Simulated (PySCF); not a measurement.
# C₃H₃F: electronic excitations at several levels of theory, part 2 of 2

PySCF 2.14.0. Atoms count from 0. Earlier steps stand in the parts before.

## (7) Excited states and response: PBE0/aug-cc-pVDZ

The job: settings as JSON, then the geometry in Å.

```
{"job": {"kind": "uv", "xc": "PBE0", "basis": "aug-cc-pVDZ"}, "charge": 0, "multiplicity": 1}
F     -1.322955    -0.430021    -1.178800
C     -0.111625     0.009611    -0.703635
C      0.430089    -0.587111     0.522659
C     -0.052631     0.624393     0.626467
H      0.506613     0.328418    -1.554967
H      0.881632    -1.459317     0.990716
H     -0.298623     1.485421     1.244294
```

With the program's defaults for keys left out, this is: TDDFT PBE0/aug-cc-pVDZ, vertical, gas phase, core orbitals frozen in the response.

Output:

```text
coarse grid: 6208 points
cycle   1  E = -215.6183277623  dE =  6.481e-01  |g| = 4.272e-01  |ddm| = 6.195e+00
cycle   2  E = -215.5949816955  dE =  2.335e-02  |g| = 6.004e-01  |ddm| = 1.494e+00
cycle   3  E = -215.6530050325  dE = -5.802e-02  |g| = 5.960e-02  |ddm| = 7.017e-01
cycle   4  E = -215.6536769245  dE = -6.719e-04  |g| = 2.017e-02  |ddm| = 1.450e-01
cycle   5  E = -215.6537783768  dE = -1.015e-04  |g| = 3.626e-03  |ddm| = 6.000e-02
cycle   6  E = -215.6537812332  dE = -2.856e-06  |g| = 1.506e-03  |ddm| = 9.624e-03
final grid: 61344 points
cycle   7  E = -215.6586247097  dE = -1.552e-05  |g| = 5.368e-03  |ddm| = 8.722e-02
cycle   8  E = -215.6586208554  dE =  3.854e-06  |g| = 7.241e-03  |ddm| = 2.732e-02
cycle   9  E = -215.6586316286  dE = -1.077e-05  |g| = 8.443e-04  |ddm| = 1.239e-02
cycle  10  E = -215.6586317668  dE = -1.382e-07  |g| = 1.213e-04  |ddm| = 1.748e-03
cycle  11  E = -215.6586317694  dE = -2.596e-09  |g| = 1.850e-05  |ddm| = 2.452e-04
cycle  12  E = -215.6586317694  dE =  3.979e-13  |g| = 1.829e-05  |ddm| = 6.691e-05
converged SCF energy = -215.6586317694

Static polarisability (au): isotropic 34.489, principal 28.617 36.947 37.903

Singlet excitations
state   eV       nm        f      main configurations
  1   6.1191    202.6   0.00046   H->L 0.96
  2   6.8866    180.0   0.03882   H-1->L 0.66, H-2->L 0.28
  3   7.5668    163.9   0.02601   H-1->L+1 0.70, H->L+1 0.28
  4   7.5855    163.4   0.01971   H->L+1 0.62, H-1->L+1 0.28
  5   7.6312    162.5   0.02178   H-2->L 0.58, H-1->L 0.20
  6   7.9161    156.6   0.03396   H-1->L+3 0.70, H->L+3 0.21
  7   7.9346    156.3   0.04659   H->L+2 0.34, H->L+3 0.24, H-1->L+3 0.22
  8   7.9377    156.2   0.04473   H->L+2 0.51, H->L+3 0.36
  9   7.9537    155.9   0.02001   H-1->L+2 0.81, H->L+2 0.09
 10   8.6497    143.3   0.00003   H->L+4 0.95

Triplet excitations (Tamm-Dancoff, eV): 4.6723 5.6465 6.8415 7.4872
```

It took 6.6 s on 1 thread of Arm Neoverse V1, shared host; peak memory 0.49 GiB.

Key values: HOMO -8.42 eV, LUMO -0.48 eV; lowest singlet 6.12 eV.

## (8) Ultraviolet spectrum: PBE0/aug-cc-pVTZ

Same as in step 7 but for these lines:

```diff
@@ -1,2 +1,2 @@
-{"job": {"kind": "uv", "xc": "PBE0", "basis": "aug-cc-pVDZ"}, "charge": 0, "multiplicity": 1}
+{"job": {"kind": "uv", "xc": "PBE0", "basis": "aug-cc-pVTZ"}, "charge": 0, "multiplicity": 1}
 F     -1.322955    -0.430021    -1.178800
```

With the program's defaults for keys left out, this is: TDDFT PBE0/aug-cc-pVTZ, vertical, gas phase, core orbitals frozen in the response.

Output:

```text
coarse grid: 6208 points
cycle   1  E = -215.6757139541  dE =  6.309e-01  |g| = 4.804e-01  |ddm| = 5.585e+00
cycle   2  E = -215.6469530368  dE =  2.876e-02  |g| = 6.864e-01  |ddm| = 1.490e+00
cycle   3  E = -215.7153796144  dE = -6.843e-02  |g| = 6.792e-02  |ddm| = 7.773e-01
cycle   4  E = -215.7161409964  dE = -7.614e-04  |g| = 2.605e-02  |ddm| = 1.422e-01
cycle   5  E = -215.7162943637  dE = -1.534e-04  |g| = 4.132e-03  |ddm| = 4.716e-02
cycle   6  E = -215.7162977692  dE = -3.405e-06  |g| = 1.612e-03  |ddm| = 7.969e-03
final grid: 61344 points
cycle   7  E = -215.7130578944  dE = -4.403e-05  |g| = 5.258e-03  |ddm| = 2.704e-01
cycle   8  E = -215.7130547241  dE =  3.170e-06  |g| = 6.898e-03  |ddm| = 1.861e-02
cycle   9  E = -215.7130636007  dE = -8.877e-06  |g| = 8.972e-04  |ddm| = 9.169e-03
cycle  10  E = -215.7130637155  dE = -1.148e-07  |g| = 2.398e-04  |ddm| = 1.590e-03
cycle  11  E = -215.7130637261  dE = -1.060e-08  |g| = 2.099e-05  |ddm| = 4.103e-04
cycle  12  E = -215.7130637262  dE = -6.071e-11  |g| = 1.086e-05  |ddm| = 5.285e-05
converged SCF energy = -215.7130637262

Static polarisability (au): isotropic 34.758, principal 28.865 37.254 38.155

Singlet excitations
state   eV       nm        f      main configurations
  1   6.1083    203.0   0.00046   H->L 0.96
  2   6.8741    180.4   0.03916   H-1->L 0.67, H-2->L 0.27
  3   7.5491    164.2   0.02431   H-1->L+1 0.68, H->L+1 0.29
  4   7.5675    163.8   0.01864   H->L+1 0.60, H-1->L+1 0.29
  5   7.6125    162.9   0.02152   H-2->L 0.58, H-1->L 0.20
  6   7.8898    157.1   0.03570   H-1->L+3 0.71, H->L+3 0.22
  7   7.9096    156.8   0.04951   H->L+3 0.47, H-1->L+3 0.24, H->L+2 0.11
  8   7.9139    156.7   0.03394   H->L+2 0.73, H->L+3 0.16
  9   7.9298    156.4   0.01639   H-1->L+2 0.81, H->L+2 0.10
 10   8.5074    145.7   0.00008   H->L+4 0.96

Triplet excitations (Tamm-Dancoff, eV): 4.6585 5.6318 6.8306 7.4728
```

It took 19 s on 1 thread of Arm Neoverse V1, shared host; peak memory 0.78 GiB.

In short: HOMO -8.43 eV, LUMO -0.50 eV; lowest singlet 6.11 eV.

## (9) TDDFT and polarisability: PBE0/def2-TZVPD

Same as in step 8 but for these lines:

```diff
@@ -1,2 +1,2 @@
-{"job": {"kind": "uv", "xc": "PBE0", "basis": "aug-cc-pVTZ"}, "charge": 0, "multiplicity": 1}
+{"job": {"kind": "uv", "xc": "PBE0", "basis": "def2-TZVPD"}, "charge": 0, "multiplicity": 1}
 F     -1.322955    -0.430021    -1.178800
```

With the program's defaults for keys left out, this is: TDDFT PBE0/def2-TZVPD, vertical, gas phase, core orbitals frozen in the response.

Output:

```text
coarse grid: 6208 points
cycle   1  E = -215.6813481089  dE =  6.318e-01  |g| = 4.846e-01  |ddm| = 2.845e+00
cycle   2  E = -215.6510017057  dE =  3.035e-02  |g| = 6.933e-01  |ddm| = 8.575e-01
cycle   3  E = -215.7218054607  dE = -7.080e-02  |g| = 6.871e-02  |ddm| = 3.895e-01
cycle   4  E = -215.7225964651  dE = -7.910e-04  |g| = 2.613e-02  |ddm| = 8.962e-02
cycle   5  E = -215.7227533157  dE = -1.569e-04  |g| = 4.124e-03  |ddm| = 3.961e-02
cycle   6  E = -215.7227567499  dE = -3.434e-06  |g| = 1.616e-03  |ddm| = 5.519e-03
final grid: 61344 points
cycle   7  E = -215.7197397419  dE = -3.620e-05  |g| = 4.520e-03  |ddm| = 1.365e-01
cycle   8  E = -215.7197381843  dE =  1.558e-06  |g| = 5.425e-03  |ddm| = 1.347e-02
cycle   9  E = -215.7197442910  dE = -6.107e-06  |g| = 8.803e-04  |ddm| = 5.503e-03
cycle  10  E = -215.7197443947  dE = -1.037e-07  |g| = 2.440e-04  |ddm| = 7.590e-04
cycle  11  E = -215.7197444048  dE = -1.010e-08  |g| = 2.560e-05  |ddm| = 3.187e-04
cycle  12  E = -215.7197444048  dE = -2.558e-11  |g| = 2.227e-05  |ddm| = 6.162e-05
converged SCF energy = -215.7197444048

Static polarisability (au): isotropic 34.619, principal 28.695 37.147 38.015

Singlet excitations
state   eV       nm        f      main configurations
  1   6.1291    202.3   0.00052   H->L 0.97
  2   6.9103    179.4   0.03729   H-1->L 0.64, H-2->L 0.30
  3   7.6664    161.7   0.04697   H-2->L 0.63, H-1->L 0.26
  4   7.9552    155.9   0.03285   H-1->L+1 0.77, H->L+1 0.22
  5   7.9782    155.4   0.01098   H->L+1 0.74, H-1->L+1 0.22
  6   8.3332    148.8   0.07081   H->L+3 0.79, H-1->L+2 0.11
  7   8.3386    148.7   0.00281   H-1->L+2 0.68, H->L+2 0.19, H->L+3 0.10
  8   8.3544    148.4   0.04160   H-1->L+3 0.90
  9   8.3647    148.2   0.05419   H->L+2 0.78, H-1->L+2 0.18
 10   9.2318    134.3   0.00033   H->L+4 0.95

Triplet excitations (Tamm-Dancoff, eV): 4.6620 5.6461 6.8411 7.8420
```

Wall time 11 s (1 thread of Arm Neoverse V1, shared host); peak memory 0.66 GiB.

In short: HOMO -8.43 eV, LUMO -0.46 eV; lowest singlet 6.13 eV.

## (10) TDDFT and polarisability: PBE0/6-31+G*

Same as in step 9 but for these lines:

```diff
@@ -1,2 +1,2 @@
-{"job": {"kind": "uv", "xc": "PBE0", "basis": "def2-TZVPD"}, "charge": 0, "multiplicity": 1}
+{"job": {"kind": "uv", "xc": "PBE0", "basis": "6-31+G*"}, "charge": 0, "multiplicity": 1}
 F     -1.322955    -0.430021    -1.178800
```

With the program's defaults for keys left out, this is: TDDFT PBE0/6-31+G*, vertical, gas phase, core orbitals frozen in the response.

Output:

```text
coarse grid: 6208 points
cycle   1  E = -215.6229522567  dE =  6.419e-01  |g| = 4.193e-01  |ddm| = 2.682e+00
cycle   2  E = -215.6032341375  dE =  1.972e-02  |g| = 5.782e-01  |ddm| = 1.517e+00
cycle   3  E = -215.6572493300  dE = -5.402e-02  |g| = 5.989e-02  |ddm| = 8.099e-01
cycle   4  E = -215.6579290792  dE = -6.797e-04  |g| = 1.976e-02  |ddm| = 1.148e-01
cycle   5  E = -215.6580263883  dE = -9.731e-05  |g| = 3.321e-03  |ddm| = 4.153e-02
cycle   6  E = -215.6580287561  dE = -2.368e-06  |g| = 1.531e-03  |ddm| = 6.373e-03
final grid: 61344 points
cycle   7  E = -215.6381435765  dE = -1.363e-05  |g| = 5.738e-03  |ddm| = 2.685e-02
cycle   8  E = -215.6381385043  dE =  5.072e-06  |g| = 8.040e-03  |ddm| = 2.129e-02
cycle   9  E = -215.6381511487  dE = -1.264e-05  |g| = 7.998e-04  |ddm| = 8.592e-03
cycle  10  E = -215.6381512832  dE = -1.346e-07  |g| = 1.026e-04  |ddm| = 1.823e-03
cycle  11  E = -215.6381512851  dE = -1.892e-09  |g| = 1.605e-05  |ddm| = 2.759e-04
cycle  12  E = -215.6381512851  dE = -2.274e-13  |g| = 1.616e-05  |ddm| = 5.967e-05
converged SCF energy = -215.6381512851

Static polarisability (au): isotropic 31.939, principal 25.054 35.112 35.652

Singlet excitations
state   eV       nm        f      main configurations
  1   6.1900    200.3   0.00089   H->L 0.96
  2   6.9780    177.7   0.04030   H-1->L 0.63, H-2->L 0.30
  3   7.7036    160.9   0.04353   H-2->L 0.61, H-1->L 0.26
  4   7.9437    156.1   0.01974   H-1->L+1 0.91
  5   7.9975    155.0   0.01682   H->L+1 0.79, H->L+3 0.12
  6   8.1735    151.7   0.01529   H->L+2 0.55, H->L+3 0.21, H-1->L+2 0.16
  7   8.1801    151.6   0.06675   H->L+3 0.61, H->L+2 0.19, H->L+1 0.08
  8   8.1897    151.4   0.00282   H-1->L+2 0.77, H->L+2 0.16
  9   8.2126    151.0   0.08416   H-1->L+3 0.87, H->L+2 0.09
 10   8.9038    139.2   0.00103   H->L+4 0.96

Triplet excitations (Tamm-Dancoff, eV): 4.6874 5.7259 6.9060 7.8317
```

Wall time 4.1 s (1 thread of Arm Neoverse V1, shared host); peak memory 0.38 GiB.

In short: HOMO -8.42 eV, LUMO -0.42 eV; lowest singlet 6.19 eV.

## (11) Comparing the runs: electronic excitations

Excitations and ground-state properties, with basis size and wall time:

```
              run  lowest singlet (eV)  brightest (eV)      f  gap (eV)  α (Å³)  μ (D)  functions   time
wB97X-D/def2-SVPD                 6.31            9.23  0.074     11.85    4.98   2.31        107   27 s
LC-wPBE/def2-SVPD                 6.40            7.92  0.069     13.24    4.86   2.35        107   42 s
      PBE0/6-31G*                 6.29           10.24  0.191      8.19    4.03   2.02         62  3.2 s
    PBE0/def2-SVP                 6.20            9.72  0.188      8.08    4.19   2.08         71  3.5 s
   PBE0/def2-TZVP                 6.15            9.17  0.106      8.02    4.79   2.18        142  8.2 s
 PBE0/aug-cc-pVDZ                 6.12            7.93  0.047      7.93    5.11   2.25        119  6.6 s
 PBE0/aug-cc-pVTZ                 6.11            7.91  0.050      7.93    5.15   2.23        253   19 s
  PBE0/def2-TZVPD                 6.13            8.33  0.071      7.97    5.13   2.23        178   11 s
     PBE0/6-31+G*                 6.19            8.21  0.084      8.00    4.73   2.33         78  4.1 s
```

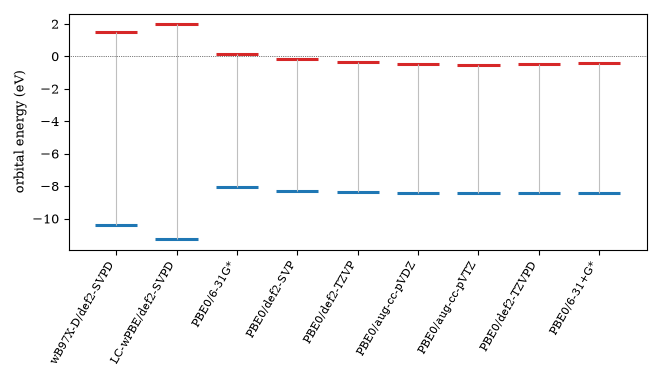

HOMO (blue) and LUMO (red) run by run.

## (12) What came out

This closing draws on all 2 parts.

```
                                quantity                        value
      lowest singlet (wB97X-D/def2-SVPD)  6.31 eV (197 nm), f = 0.001
brightest single state of those computed  state 8, 9.23 eV, f = 0.074
                          lowest triplet                      4.85 eV
       vertical ionisation energy (ΔSCF)                     10.99 eV
             range of the lowest singlet              6.11 to 6.40 eV
```

In words: Single values in the summary come from the first sound run of each kind (wB97X-D/def2-SVPD), which need not be the best level. The first singlet state (HOMO−1→LUMO 0.86, HOMO→LUMO 0.12) lies at 6.31 eV and is dark; of the 10 states computed, the strongest absorption comes from state 8 at 9.23 eV. The lowest triplet lies 1.46 eV below the lowest singlet (triplets in Tamm-Dancoff, singlets in full TDDFT). ΔSCF puts the ionisation energy at 10.99 eV, 0.61 eV above −ε(HOMO). The lowest singlet runs from 6.11 eV (PBE0/aug-cc-pVTZ) to 6.40 eV (LC-wPBE/def2-SVPD), while the orbital gap spans 7.93 to 13.24 eV. The lowest state need not be the same one in every run. The runs solved for a few states only, so the brightest column depends on that window.
